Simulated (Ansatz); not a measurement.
**CHClFNOSi (SMILES O=C=N[SiH](F)Cl) at r2SCAN/6-31G(d) (spherical functions)**

What is the vertical singlet–triplet gap of CHClFNOSi at r2SCAN/6-31G* (spherical functions)? 

Program for the calculation: Ansatz 0.2.0.

144 further runs of the same task are left out: 144 set aside as unsound or not needed. Runs told in other sessions of the task aren't counted.

## (1) The molecule

CHClFNOSi: 7 atoms, total charge 0, spin state singlet. SMILES: `O=C=N[SiH](F)Cl`. The shape is that of a PBE0-D4/def2-TZVP optimisation. This is one conformer, not always the lowest.

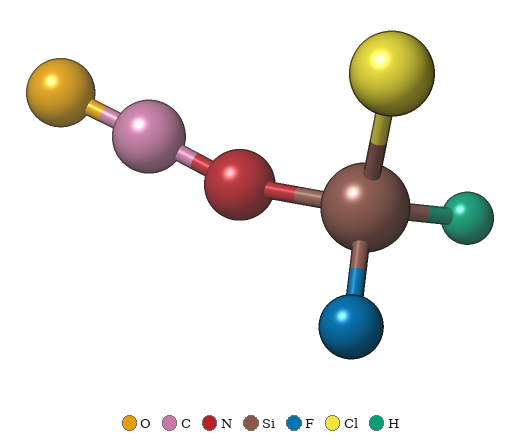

Viewed from a chosen angle; oxygen amber, carbon pink, nitrogen red, silicon brown, fluorine blue, chlorine yellow, hydrogen teal.

## (2) The energy at r2SCAN/6-31G(d) (spherical functions)

The input, job.yaml:

```yaml
crystal:
  periodic: [false, false, false]
  atoms:
    - {symbol: O, position_ang: [0.815200, -2.357500, 1.658700]}
    - {symbol: C, position_ang: [0.512200, -1.559700, 0.874600]}
    - {symbol: N, position_ang: [0.199300, -0.771000, 0.028300]}
    - {symbol: Si, position_ang: [-0.274200, 0.722000, -0.596700]}
    - {symbol: F, position_ang: [0.917700, 1.292700, -1.464400]}
    - {symbol: Cl, position_ang: [-0.652900, 2.033600, 0.904000]}
    - {symbol: H, position_ang: [-1.456100, 0.571700, -1.450200]}
basis:
  gaussian:
    orbitals: 6-31G_st_-spherical.json
output: {orbitals: {seedname: orbitals}}
hamiltonian:
  xc: r2scan
accuracy: high
```

The basis set 6-31G* is read from a file made from the Basis Set Exchange's data (not shown).

The run is started by

```console
ansatz run job.yaml --threads 1 --pin off --max-ram 3480MiB --events-out events.jsonl --progress --plain --runs-dir runs
```

Output:

```text
Warning: RAYON_NUM_THREADS=1 ignored (pool sized by the plan → 1); use --threads N
Functional definition: r2SCAN
  name "r2SCAN"
  parameter k0 = 0.174
  parameter k1 = 0.065
  parameter a1 = 4.9479
  exchange = r2scan_x(k0 = k0, k1 = k1, a1 = a1)
  correlation = r2scan_c
1979 factors; integrals over basis functions are off by at most 6.2e-9 eV
mean field evaluation 1: about -27699.3997 eV, gradient 5.8e1 eV
mean field evaluation 2: about -27690.8014 eV, gradient 8.8e1 eV
mean field evaluation 4: about -27705.2712 eV, gradient 6.8e0 eV
mean field evaluation 8: about -27705.3612 eV, gradient 4.5e-1 eV
mean field evaluation 16: about -27705.3617 eV, gradient 2.0e-5 eV
mean field -27705.36167235 eV, -1018.1532620902 hartree, gradient 6.1e-8 eV, S^2 0.000000; 0 other end points of the search recorded, 0 dependent functions left out
reference -27705.36167306 eV, -1018.1532621162 hartree; 31, 31 occupied and 63, 63 virtual orbitals, 1979 factors
Total energy: -27705.36167306 eV, -1018.1532621162 hartree
```

Run time: 15 s. Hardware: 1 thread of Arm Neoverse V2, shared host; peak memory 0.3 GiB.

## (3) The triplet at the same level

The input, job.yaml:

```yaml
basis:
  gaussian: {orbitals: 6-31G_st_-spherical.json}
crystal:
  periodic: [false, false, false]
  atoms:
    - {symbol: O, position_ang: [0.815200, -2.357500, 1.658700]}
    - {symbol: C, position_ang: [0.512200, -1.559700, 0.874600]}
    - {symbol: "N", position_ang: [0.199300, -0.771000, 0.028300]}
    - {symbol: Si, position_ang: [-0.274200, 0.722000, -0.596700]}
    - {symbol: F, position_ang: [0.917700, 1.292700, -1.464400]}
    - {symbol: Cl, position_ang: [-0.652900, 2.033600, 0.904000]}
    - {symbol: H, position_ang: [-1.456100, 0.571700, -1.450200]}
magnetization: {spin_polarized: true, initial_magnetization: 2}
hamiltonian: {xc: {name: r2SCAN}}
accuracy: high
output: {orbitals: {seedname: orbitals}}
```

The basis set 6-31G* is read from a file made from the Basis Set Exchange's data (not shown).

The run is started by

```console
ansatz run job.yaml --threads 1 --pin off --max-ram 3480MiB --events-out events.jsonl --progress --plain --runs-dir runs
```

Output (excerpt; [...] marks lines left out):

```text
Warning: RAYON_NUM_THREADS=1 ignored (pool sized by the plan → 1); use --threads N
[... 2 set-up lines as earlier in the session ...]
[...]
1979 factors; integrals over basis functions are off by at most 6.2e-9 eV
[...]
mean field -27698.79294587 eV, -1017.9118658447 hartree, gradient 8.6e-8 eV, S^2 2.005832; 8 other end points of the search recorded, 0 dependent functions left out
reference -27698.79294796 eV, -1017.9118659213 hartree; 32, 30 occupied and 62, 64 virtual orbitals, 1979 factors
Total energy: -27698.79294796 eV, -1017.9118659213 hartree
```

It took 90 s on 1 thread of Arm Neoverse V2, shared host; peak memory 0.48 GiB.

## (4) Summary of results

At r2SCAN/6-31G* (spherical functions):

```
                                        quantity           value
                           singlet: total energy  -1018.15326 Eh
                            singlet: HOMO energy        -8.21 eV
                            singlet: LUMO energy        -0.76 eV
                          singlet: HOMO–LUMO gap         7.45 eV
                           triplet: total energy  -1017.91187 Eh
     triplet: HOMO energy (highest over α and β)        -1.84 eV
                                   triplet: ⟨S²⟩           2.006
vertical energy of the triplet above the singlet        6.569 eV
```

What this shows: At this shape the triplet lies 6.57 eV (634 kJ/mol) above the singlet.
